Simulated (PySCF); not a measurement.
Molecule: SMILES CO[Si]([O])(OC)OC (C3H9O4Si), doublet. Atoms near the plane z = 0.0 Å, at the GFN2-xTB optimised geometry (x, y, z in Å): C1 (1.0, -2.0, 0.2), O2 (0.2, -0.9, 0.0), Si3 (-1.4, -0.9, 0.0), O5 (-1.8, 0.8, 0.0), C6 (-1.5, 1.7, -1.0), H9 (0.9, -2.7, -0.7), H10 (2.1, -1.6, 0.2), H14 (-1.8, 2.7, -0.7).

Calculation: unrestricted PBE0/def2-SVP in PySCF. Cells within 0.4 Å of a nucleus heavier than hydrogen are left out (blank, or x). The values are rescaled to run from 0 to 1.

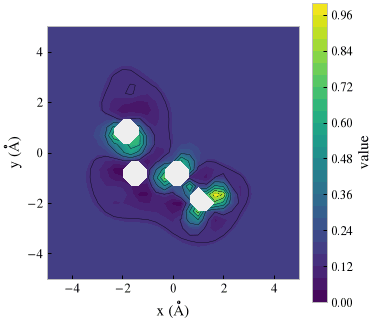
Fig. 1. a field on the plane z = 0.0 Å.

**Question.** Which quantity is mapped?
A) deformation density (molecule minus spherical neutral atoms)
B) spin density
C) log10 of the electron density
D) an orbital amplitude

**Answer.** A, deformation density (molecule minus spherical neutral atoms). In full: deformation density (molecule minus spherical neutral atoms) (e/bohr³).
